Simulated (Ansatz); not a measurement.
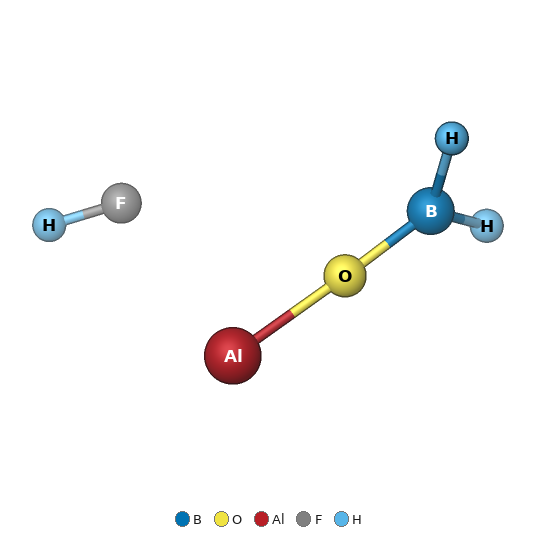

Distant atoms are faded towards the background colour. Computed geometry: PBE0-D4/def2-TZVP optimisation. No frequency run is at hand to confirm it as a minimum.

Q: Which symmetry elements does this geometry have?

A: It has 1 mirror plane, so the point group is Cs. The group has 2 operations. The geometry is achiral, and symmetry allows a dipole moment.
